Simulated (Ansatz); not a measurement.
**BePd3C (built on the sites of a database entry of CaPd3C): a soft mode frozen in**

Wanted: the energy along a soft mode of BePd3C (built on the sites of a database entry of CaPd3C) and the structure at the end.

Calculated with Ansatz 0.2.0; DFT PBEsol, scalar-relativistic, plane waves, PAW.

The structure was built from a prototype and need not be the compound's stable phase.

**1. The starting structure**

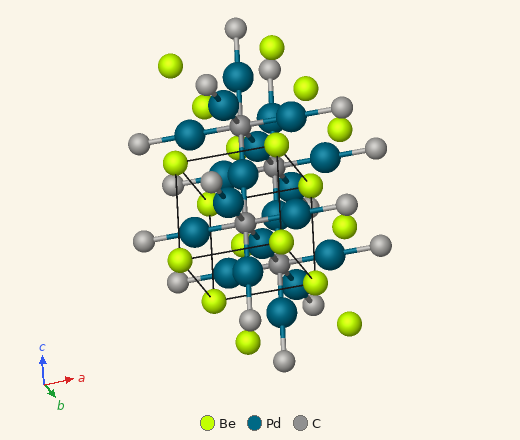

The cell as given, from a free direction (beryllium green, palladium blue, carbon grey). 1×2×2 cells are drawn. Some periodic images of atoms are drawn too.

**2. Phonons on a q mesh**

The cell comes from relaxations at this level that are not shown. Stability and thermal properties need the whole zone. Linear response on a 4×4×4 q mesh gives force constants as far as a supercell of that size would.

Contents of input.yaml:

```yaml
crystal:
  lattice:
    - [4.0156977755, 0.0, 0.0]
    - [0.0, 4.0156977755, 0.0]
    - [0.0, 0.0, 4.0156977755]
  atoms:
    - { symbol: Be, position: [0.0, 0.0, 0.0] }
    - { symbol: Pd, position: [0.0, 0.5, 0.5] }
    - { symbol: Pd, position: [0.5, 0.5, 0.0] }
    - { symbol: Pd, position: [0.5, 0.0, 0.5] }
    - { symbol: C, position: [0.5, 0.5, 0.5] }
kpoints:
  mp_grid: { grid: [12, 12, 12] }
hamiltonian:
  xc: pbesol
scf:
  occupations: { method: methfessel_paxton, width: 0.2 }
output:
  eigenvalues: true
phonons:
  method: dfpt
  qmesh: [4, 4, 4]
  temperatures: { t_max: 1000, t_step: 50 }
  qpath:
    path:
      - [[0.0, 0.0, 0.0], [0.0, 0.5, 0.0], [0.5, 0.5, 0.0], [0.0, 0.0, 0.0], [0.5, 0.5, 0.5], [0.0, 0.5, 0.0]]
      - [[0.5, 0.5, 0.5], [0.5, 0.5, 0.0]]
    npoints: 10
```

The run is started by

```
$ ansatz run input.yaml --threads 4 --pin off --max-ram 14336MiB --backend cpu --events-out ev --progress --plain --runs-dir out
```

Numbers of over 12 decimals in the logs are rounded to 6 here.

The program printed:

```text
Engine: ansatz 0.2.0, aarch64-unknown-linux-gnu
Pseudopotentials: kind: paw
Pseudopotential: Be, paw, valence charge 2, recommended cutoff 420 eV (normal), Be.paw.azcp
Pseudopotential: Pd, paw, valence charge 18, recommended cutoff 420 eV (normal), Pd.paw.azcp
Pseudopotential: C, paw, valence charge 4, recommended cutoff 420 eV (normal), C.paw.azcp
Functional definition: PBEsol
  exchange = pbesol_x
  correlation = pbesol_c
Crystal: 5 atoms, lattice volume = 64.756 Å³
Basis set: ecut = 420 eV, 1309 PW (Γ), exchange–correlation on 54×54×54 points (8 copies of the dense FFT grid, shifted against one another)
Bands: 36, of which v1, the nominal top of the filled ones, is band 30 counted from 1 (29 counted from 0)
Symmetry: 48 space group operations
k-points: 84 of 1728
Non-local potential: Be, projectors of the file, l = 0: 2, l = 1: 2, l = 2: 1
Non-local potential: Pd, projectors of the file, l = 0: 2, l = 1: 2, l = 2: 2, l = 3: 1
Non-local potential: C, projectors of the file, l = 0: 2, l = 1: 2, l = 2: 1
PAW form: soft (Blöchl's): semilocal exchange-correlation on the pseudo side does not see the compensation charge
PAW frozen core: Be, regenerated for the run's functional, and the local potential with it (the file was generated under x = pbe(κ = 0.804, μ = 0.219515), c = pbe(β = 0.066725))
PAW frozen core: Pd, regenerated for the run's functional, and the local potential with it (the file was generated under x = pbe(κ = 0.804, μ = 0.219515), c = pbe(β = 0.066725))
PAW frozen core: C, regenerated for the run's functional, and the local potential with it (the file was generated under x = pbe(κ = 0.804, μ = 0.219515), c = pbe(β = 0.066725))
PAW one-centre angular grid: Be, 110 points (default); XC on 64 Gauss nodes
PAW one-centre angular grid: Pd, 590 points (default); XC on 64 Gauss nodes
PAW one-centre angular grid: C, 110 points (default); XC on 64 Gauss nodes
Initial density: superposition of atomic densities (neutral atoms: chi_scale 0, normalization atom), corrected by the library's trained network
Initial wavefunctions: pseudopotential atomic-orbital guess
Functional: x = pbesol(κ = 0.804, μ = 0.123457), c = pbesol(β = 0.046)
SCF iter   1: F=—  HF=-21055.866252 eV  |F-HF|=—  |Δ(HF+E_count)|=         —  Δρ=7.82e-3  dr2=3.25e-2  ethr=1.77e-3  ⟨swp⟩=5.2  Hψ=11975  notcnv=0
preconditioner: auto → Kerker (q_TF=auto, 2.694 Å⁻¹)  [metal: Δε(μ)=0.014 eV  Ē_g=7.827 eV  σ=0.200 eV  W_gap=0.06  n_scr=18 (ndim 8)  ℏωp=27.7 eV  f_vac=0.000  D(μ)=4.14/eV (n_scr^D=32)]
SCF iter   2: F=—  HF=-21055.858527 eV  |F-HF|=—  |Δ(HF+E_count)|=   7.73e-3  S|Δr|=    0.00e0  Δρ=3.70e-3  dr2=7.50e-3  ethr=5.42e-5  ⟨swp⟩=2.0  Hψ=5222  notcnv=0
SCF iter   3: F=—  HF=-21055.856439 eV  |F-HF|=—  |Δ(HF+E_count)|=   2.09e-3  S|Δr|=    0.00e0  Δρ=6.81e-4  dr2=3.38e-4  ethr=1.25e-5  ⟨swp⟩=2.0  Hψ=4352  notcnv=0
SCF iter   4: F=—  HF=-21055.856382 eV  |F-HF|=—  |Δ(HF+E_count)|=   5.72e-5  S|Δr|=    0.00e0  Δρ=2.07e-4  dr2=4.55e-5  ethr=5.63e-7  ⟨swp⟩=2.0  Hψ=4103  notcnv=0
SCF iter   5: F=—  HF=-21055.856371 eV  |F-HF|=—  |Δ(HF+E_count)|=   1.12e-5  S|Δr|=    0.00e0  Δρ=4.08e-5  dr2=1.89e-6  ethr=7.59e-8  ⟨swp⟩=2.0  Hψ=3883  notcnv=0
SCF iter   6: F=—  HF=-21055.856371 eV  |F-HF|=—  |Δ(HF+E_count)|=   5.35e-7  S|Δr|=    0.00e0  Δρ=7.91e-6  dr2=2.63e-8  ethr=3.14e-9  ⟨swp⟩=2.0  Hψ=4016  notcnv=0
SCF iter   7: F=—  HF=-21055.856371 eV  |F-HF|=—  |Δ(HF+E_count)|=   1.83e-9  S|Δr|=    0.00e0  Δρ=1.28e-6  dr2=7.65e-10  ethr=4.39e-11  ⟨swp⟩=2.0  Hψ=3788  notcnv=0
SCF iter   8: F=—  HF=-21055.856371 eV  |F-HF|=—  |Δ(HF+E_count)|=  3.64e-11  S|Δr|=    0.00e0  Δρ=2.79e-7  dr2=8.76e-11  ethr=1.28e-12  ⟨swp⟩=2.1  Hψ=4418  notcnv=0
SCF iter   9: F=-21055.856371 eV  HF=-21055.856371 eV  |F-HF|=0.00e0  |Δ(HF+E_count)|=  1.09e-11  S|Δr|=    0.00e0  Δρ=6.31e-8  dr2=4.12e-12  ethr=1.00e-12  ⟨swp⟩=7.7  Hψ=14064  notcnv=0
SCF 1 converged in 9 iterations: F = -21055.856371 eV  dr2 = 4.12e-12
  greatest PAW one-centre occupation: 0.999 electrons in one spin orbital (limit 2), on the Pd atom at site 3 (counted from 0), in its partial waves of l = 0
Initial density: read from a saved state, or passed on in memory by an earlier SCF of this step, an earlier step, the calling program or the single point that the run made first
iter 1 solved again at ethr=2.50e-7 eV; its pass at ethr=3.10e-3 eV (dr2=1.50e-4 eV) is discarded
SCF iter   1: F=—  HF=-21055.856371 eV  |F-HF|=—  |Δ(HF+E_count)|=         —  Δρ=7.35e-7  dr2=3.33e-10  ethr=2.50e-7  ⟨swp⟩=2.9  Hψ=18858  notcnv=0
eigensolver tolerance schedule: the retry pair's looser diagonalisation over-reported the residual by 451979.07 of it (diagonalisation noise at an unbounded share of the residual, at the tolerance the schedule requests for it); recorded, not acted on — ethr = c·dr2/N_el stays at c = 1.0e-1
preconditioner: auto → Kerker (q_TF=auto, 2.694 Å⁻¹)  [metal: Δε(μ)=0.021 eV  Ē_g=7.837 eV  σ=0.200 eV  W_gap=0.09  n_scr=18 (ndim 8)  ℏωp=27.7 eV  f_vac=0.000  D(μ)=4.15/eV (n_scr^D=32)]
SCF iter   2: F=—  HF=-21055.856371 eV  |F-HF|=—  |Δ(HF+E_count)|=   7.47e-7  S|Δr|=    0.00e0  Δρ=3.56e-7  dr2=6.89e-11  ethr=1.00e-12  ⟨swp⟩=3.5  Hψ=7553  notcnv=0
SCF iter   3: F=—  HF=-21055.856371 eV  |F-HF|=—  |Δ(HF+E_count)|=  1.46e-11  S|Δr|=    0.00e0  Δρ=2.37e-7  dr2=3.10e-11  ethr=1.00e-12  ⟨swp⟩=1.0  Hψ=3024  notcnv=0
SCF iter   4: F=-21055.856371 eV  HF=-21055.856371 eV  |F-HF|=0.00e0  |Δ(HF+E_count)|=  7.28e-12  S|Δr|=    0.00e0  Δρ=5.80e-8  dr2=2.05e-12  ethr=1.00e-12  ⟨swp⟩=2.0  Hψ=6663  notcnv=0
SCF 2 converged in 4 iterations: F = -21055.856371 eV  dr2 = 2.05e-12
phonons: the bands overlap, so this run is a metal and interpolates without the dipole-dipole term. If the crystal is really an insulator or semiconductor, its LO-TO splitting is missing
NSCF: frozen V_eff on 84 k-points
WARN: eigensolver did not converge (k=81): 1 band(s) unlocked after 20 sweeps at ethr=1.39e-12 eV (storage-precision floor; scheduled 1.00e-12 eV) (lowest unlocked band 35, counted from 0; max residual 2.32e-6 eV among the unlocked bands, 2.32e-6 eV over every band; other slots of this pass that fall short are told together in one closing line; warning suppressed until the next SCF loop or pass starts)
NSCF: frozen V_eff on 343 k-points
DFPT response loops at q = (0, 0, 0) (fractional): preconditioner auto → Kerker (q_TF=auto, 2.694 Å⁻¹) (partly filled bands, converged f_vac=0.000); β = 1.00, the filter's whole step (`scf.mixing.beta` (0.50) is not read by the response loops under this deck's `scf.mixing.preconditioner`; to damp them name `kerker` or `kerker_dos`, under which they read `scf.mixing.beta`, and type it under 1.00, their step now; both keys bind the ground state too); Broyden in place of MSR1
NSCF: frozen V_eff on 1176 k-points
DFPT response loops at q = (0, 0, 0.25) (fractional): mixed as the last ones told, above
NSCF: frozen V_eff on 686 k-points
DFPT response loops at q = (0, 0, -0.5) (fractional): mixed as the last ones told, above
NSCF: frozen V_eff on 2016 k-points
DFPT response loops at q = (0, 0.25, 0.25) (fractional): mixed as the last ones told, above
NSCF: frozen V_eff on 1176 k-points
DFPT response loops at q = (0, 0.25, -0.5) (fractional): mixed as the last ones told, above
NSCF: frozen V_eff on 686 k-points
DFPT response loops at q = (0, -0.5, -0.5) (fractional): mixed as the last ones told, above
NSCF: frozen V_eff on 3456 k-points
DFPT response loops at q = (0.25, 0.25, 0.25) (fractional): mixed as the last ones told, above
NSCF: frozen V_eff on 2016 k-points
DFPT response loops at q = (0.25, 0.25, -0.5) (fractional): mixed as the last ones told, above
NSCF: frozen V_eff on 1176 k-points
DFPT response loops at q = (0.25, -0.5, -0.5) (fractional): mixed as the last ones told, above
NSCF: frozen V_eff on 686 k-points
DFPT response loops at q = (-0.5, -0.5, -0.5) (fractional): mixed as the last ones told, above
SCF converged after 9 iterations
Stability not checked: this state was not tested for a lower state beside it, because cold or Methfessel-Paxton smearing, or corrected tetrahedra, fill the levels in a way that the test cannot read (fill_not_monotonic; see scf.lower_state_search)
Free energy (F): -21055.856371 eV
Harris-Foulkes:  -21055.856371 eV  (|F-HF|=0.00e0)
Internal energy: -21055.848899 eV  (E = F + TS)
E sigma→0 (E₀):  -21055.854503 eV
Entropy (-TS):   -0.007471 eV (-1.494 meV/atom)
Fermi energy:    15.938268 eV
--- Per-component energies (eV) ---
  E_band       = -619.519794
  E_kinetic    = 1644.403384
  E_local      = -7184.193390  (includes V_loc(G=0)·N_el)
  E_nonlocal   = 687.912713
  E_hartree    = 2969.955391
  E_xc         = -569.314145
  E_vxc        = -712.433678  (∫ρ·V_xc dr)
  E_paw        = -11205.958963  (= ΣΔE_a)
  E_vpaw       = -995.120213  (= ΣTr[D̂ρ^β])
  E_aug_tail   = 0.000537  (compensation charges beyond the density's cutoff)
  E_ewald      = -7399.592630
  E_core_change = 0.938204  (= ΣΔE_core)
  E_smearing   = -0.007471  (= −TS)
  E_closure    = 0.000000  (closes the sum)
  Σ components = -21055.856371   (vs F -21055.856371, Δ=0.00e0)
--- Band table (eV; the first three rows and the last of 84) ---
  k-point 0: bands = [... 26 lower, 13.4153, 14.8210, 14.8210, 14.8210, 14.9244, 18.3445, 18.3445, 18.3445, ... 2 higher]
  k-point 1: bands = [... 26 lower, 13.6564, 14.8211, 14.8805, 14.9170, 14.9170, 18.2711, 18.4371, 18.4371, ... 2 higher]
  k-point 2: bands = [... 26 lower, 13.8977, 14.7519, 14.8214, 15.1681, 15.1681, 18.2479, 18.6997, 18.6997, ... 2 higher]
  k-point 83: bands = [... 26 lower, 14.6766, 14.6766, 14.7172, 14.7172, 14.7172, 18.1944, 18.1944, 18.1944, ... 2 higher]
--- Phonons (Γ-DFPT): 4 representative perturbations + reference (Σ response iterations 13) ---
  ASR residual: 1.725e-4 → 0.000e0 eV/Å²; symmetrization residual: 4.696e-6 eV/Å²
  ASR residual per site (eV/Å²): 1.73e-4 3.66e-5 3.66e-5 3.66e-5 6.25e-8
  Γ frequencies (cm⁻¹): -107.58 -107.58 -107.58 0.00 0.00 0.00 75.35 75.35 75.35 143.54 143.54 143.54 492.34 492.34 492.34
--- Phonons (arbitrary-q DFPT): 10 irreducible q on the 4×4×4 mesh ---
  q = [0.0000, 0.0000, 0.0000] (star 1, of the zone-centre solve; hermiticity 4.52e-7, symmetrization 5.59e-13): -107.58 -107.58 -107.58 -0.00 -0.00 -0.00 75.35 75.35 75.35 143.54 143.54 143.54 492.34 492.34 492.34
  q = [0.0000, 0.0000, 0.2500] (star 6, 9 solved perturbations in 4536 linear systems a pass and spin channel, the states on 588 of 1728 k-point pairs; hermiticity 4.52e-7, symmetrization 4.88e-13): -103.84 -103.84 -69.06 -66.02 33.15 33.15 52.37 52.37 96.26 142.61 142.61 208.44 486.02 486.02 601.74
  q = [0.0000, 0.0000, -0.5000] (star 3, 9 solved perturbations in 2646 linear systems a pass and spin channel, the states on 343 of 1728 k-point pairs; hermiticity 3.76e-7, symmetrization 1.72e-11): -127.93 -127.93 -95.93 23.87 43.25 43.25 73.87 73.87 146.02 146.02 158.00 238.49 495.56 495.56 691.99
  q = [0.0000, 0.2500, 0.2500] (star 12, 9 solved perturbations in 7686 linear systems a pass and spin channel, the states on 1008 of 1728 k-point pairs; hermiticity 4.03e-7, symmetrization 2.66e-13): -94.96 -91.98 -88.35 -85.60 -45.59 25.82 64.03 71.40 107.76 143.68 189.21 228.50 491.63 597.16 621.52
  q = [0.0000, 0.2500, -0.5000] (star 12, 15 solved perturbations on 588 of 1728 k-point pairs; hermiticity 3.59e-7, symmetrization 1.69e-11): -120.39 -111.68 -106.42 -57.61 -48.84 -47.54 93.14 94.00 124.83 139.13 192.35 256.49 487.18 619.85 700.25
  q = [0.0000, -0.5000, -0.5000] (star 3, 9 solved perturbations in 2646 linear systems a pass and spin channel, the states on 343 of 1728 k-point pairs; hermiticity 3.42e-7, symmetrization 1.76e-11): -102.14 -94.30 -94.30 -90.21 -90.21 -81.23 110.00 120.37 120.37 148.06 198.39 279.87 482.90 707.38 707.38
  q = [0.2500, 0.2500, 0.2500] (star 8, 4 solved perturbations in 4536 linear systems a pass and spin channel, the states on 1728 of 1728 k-point pairs; hermiticity 1.32e-7, symmetrization 5.70e-13): -111.13 -111.13 -88.64 -60.27 -60.27 31.40 90.12 90.12 118.60 186.74 186.74 249.82 600.46 623.14 623.14
  q = [0.2500, 0.2500, -0.5000] (star 12, 9 solved perturbations in 7686 linear systems a pass and spin channel, the states on 1008 of 1728 k-point pairs; hermiticity 2.24e-7, symmetrization 1.67e-11): -124.50 -110.54 -91.85 -77.06 -69.27 -45.63 104.25 111.37 124.76 183.20 192.58 275.11 611.70 625.22 703.47
  q = [0.2500, -0.5000, -0.5000] (star 6, 9 solved perturbations in 4536 linear systems a pass and spin channel, the states on 588 of 1728 k-point pairs; hermiticity 2.24e-7, symmetrization 1.75e-11): -105.05 -105.05 -98.12 -95.29 -95.29 -74.53 123.12 127.99 127.99 187.17 196.84 297.62 619.95 708.50 708.50
  q = [-0.5000, -0.5000, -0.5000] (star 1, 4 solved perturbations in 931 linear systems a pass and spin channel, the states on 343 of 1728 k-point pairs; hermiticity 2.61e-8, symmetrization 1.69e-11): -107.09 -107.09 -107.09 -102.80 -102.80 -102.80 132.82 132.82 132.82 196.72 196.72 317.97 709.68 709.68 709.68
  sum rule: each row above includes the acoustic sum rule's correction from the zone centre's row sums; it moved no ω² by more than (2.28 cm⁻¹)²
  mesh force constants: q→R imaginary residual 2.69e-19; ASR residual 1.725e-4 → 0.000e0 eV/Å²; symmetrization residual 3.197e-14 eV/Å²
  interpolated dispersion: 62 rows × 15 modes
  density of states and harmonic sums: on the 16×16×16 q-mesh, interpolated from the force constants of a 4×4×4 supercell (no non-analytic term)
  largest difference from the sums on the solved wave vectors: F 3.91e-2 eV, S 4.80e-5 and C_V 8.83e-6 eV/K
  zero-point energy: 0.169626 eV/cell   skipped modes (ω ≤ 0): 856, of them read as no rigid motion or as one in doubt: 853 (5.256e0 modes/cell left out, lowest -131.57 cm⁻¹)   left out of the sums: 3.50e-1 of the cell's modes: C_V's classical limit lies that fraction below 3 k_B per atom; for a crystal, a wire or a layer, F and S can be off by more, and a phonons.interpolated_qmesh denser along its periods is the remedy for the sampling
```

Run time: 61 min. Hardware: 4 threads of Arm Neoverse V1, shared host; peak memory 7.7 GiB.

The column dr2 measures how far the density is from self-consistency, as an energy; F and HF (Harris–Foulkes) agree once it is small.

This step gave:

```yaml
volume_per_atom: 12.95 Å³
gap_on_the_k_mesh: 0 eV
sum_rule_residual_before_enforcement: 1.73e-4 eV/Å²
lowest_frequency_on_the_path: -131.8 cm⁻¹
point_group: m-3m
highest_frequency_on_the_path_or_at_a_solved_wavevector: 709.7 cm⁻¹
highest_optical_mode_at_the_zone_centre_no_lo_to_term: 492.3 cm⁻¹
lowest_optical_zone_centre_mode: -107.6 cm⁻¹
lowest_mode_on_the_q_mesh_acoustic_modes_at_gamma_apart: -127.9 cm⁻¹
```

Frequencies (cm⁻¹) solved at each irreducible wavevector; negative means imaginary. Frequencies by wavevector, by row:

| q in reciprocal lattice units | star | mode 1 | mode 2 | mode 3 | mode 4 | mode 13 | mode 14 | mode 15 |
| --- | --- | --- | --- | --- | --- | --- | --- | --- |
| 0 0 0 | 1 | -107.6 | -107.6 | -107.6 | 0 | 492.3 | 492.3 | 492.3 |
| 0 0 0.25 | 6 | -103.8 | -103.8 | -69.1 | -66 | 486 | 486 | 601.7 |
| 0 0 -0.5 | 3 | -127.9 | -127.9 | -95.9 | 23.9 | 495.6 | 495.6 | 692 |
| 0 0.25 0.25 | 12 | -95 | -92 | -88.3 | -85.6 | 491.6 | 597.2 | 621.5 |
| 0 0.25 -0.5 | 12 | -120.4 | -111.7 | -106.4 | -57.6 | 487.2 | 619.9 | 700.2 |
| 0 -0.5 -0.5 | 3 | -102.1 | -94.3 | -94.3 | -90.2 | 482.9 | 707.4 | 707.4 |
| 0.25 0.25 0.25 | 8 | -111.1 | -111.1 | -88.6 | -60.3 | 600.5 | 623.1 | 623.1 |
| 0.25 0.25 -0.5 | 12 | -124.5 | -110.5 | -91.8 | -77.1 | 611.7 | 625.2 | 703.5 |
| 0.25 -0.5 -0.5 | 6 | -105 | -105 | -98.1 | -95.3 | 620 | 708.5 | 708.5 |
| -0.5 -0.5 -0.5 | 1 | -107.1 | -107.1 | -107.1 | -102.8 | 709.7 | 709.7 | 709.7 |

Interpolated from a 4×4×4 q mesh. Phonon branches along the path, in cm⁻¹:

| point | branch 1 | branch 2 | branch 3 | branch 4 | branch 12 | branch 13 | branch 14 | branch 15 |
| --- | --- | --- | --- | --- | --- | --- | --- | --- |
| Γ | -108 | -108 | -108 | 0 | 144 | 492 | 492 | 492 |
| X | -128 | -128 | -96 | 24 | 238 | 496 | 496 | 692 |
| M | -102 | -94 | -94 | -90 | 280 | 483 | 707 | 707 |
| Γ | -108 | -108 | -108 | 0 | 144 | 492 | 492 | 492 |
| R | -107 | -107 | -107 | -103 | 318 | 710 | 710 | 710 |
| X | -128 | -128 | -96 | 24 | 238 | 496 | 496 | 692 |
| jump to R | -107 | -107 | -107 | -103 | 318 | 710 | 710 | 710 |
| M | -102 | -94 | -94 | -90 | 280 | 483 | 707 | 707 |

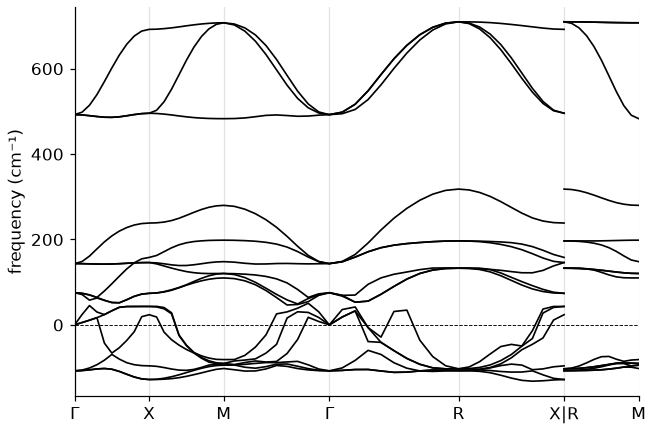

Phonon branches along the path.

Symmetry leaves 10 wavevectors to solve. The lowest mode among them, the acoustic zeros apart, lies at q = (0, 0, -0.5) and is imaginary, 127.9i cm⁻¹, so the energy falls along it. Between them the interpolated path dips to 132i cm⁻¹.

**3. The mode frozen in, largest atomic shift 0 Å**

The mode followed lies at Γ with frequency 107.6i cm⁻¹ and is 3-fold degenerate, one of the unstable modes though not the softest. At small amplitude the distorted cell has space group no. 38 by a symmetry search on the positions. The undistorted cell that holds it gives the zero of energy on the same k mesh.

input.yaml, the sections that differ from step 2:

```yaml
output:
  forces: true
  stress: true
  eigenvalues: true
# crystal, kpoints, hamiltonian, scf: as in step 2
# phonons: removed
```

The program printed:

```text
[...]
Crystal: 5 atoms, lattice volume = 64.756 Å³
Basis set: ecut = 420 eV, 1309 PW (Γ), exchange–correlation on 54×54×54 points (8 copies of the dense FFT grid, shifted against one another)
Bands: 36, of which v1, the nominal top of the filled ones, is band 30 counted from 1 (29 counted from 0)
Symmetry: 48 space group operations
[...]
k-points: 84 of 1728
[...]
k-point 0: bands = [... 26 lower, 13.4153, 14.8209, 14.8209, 14.8209, 14.9244, 18.3445, 18.3445, 18.3445, ... 2 higher]
  k-point 1: bands = [... 26 lower, 13.6564, 14.8211, 14.8805, 14.9170, 14.9170, 18.2711, 18.4371, 18.4371, ... 2 higher]
  k-point 2: bands = [... 26 lower, 13.8976, 14.7519, 14.8213, 15.1681, 15.1681, 18.2480, 18.6997, 18.6997, ... 2 higher]
  k-point 83: bands = [... 26 lower, 14.6766, 14.6766, 14.7172, 14.7172, 14.7172, 18.1944, 18.1944, 18.1944, ... 2 higher]
[key lines of the parts left out:]
SCF converged after 6 iterations
Free energy (F): -21055.856371 eV
Fermi energy:    15.938252 eV
P = ⅓ Tr σ = -0.0047 GPa (-0.047 kbar)
```

Elapsed: 2.8 s, on 4 threads; peak memory 0.44 GiB.

Numbers from this step:

```yaml
pressure: -0.004679 GPa
energy_from_the_undistorted_cell: 0 meV/atom
```

The run ends at a pressure of 0.00 GPa.

(Continued in part 2 of 3.)

[Logs are printed without paths, hosts, clocks, repeated set-up lines and the standing remarks that a program may print on its own settings, such as how far it seeks lower states.]

[Hosts, paths, dates, database ids (printed as entryN), source tags and the programs' standing remarks are cut or masked in the printed files.]
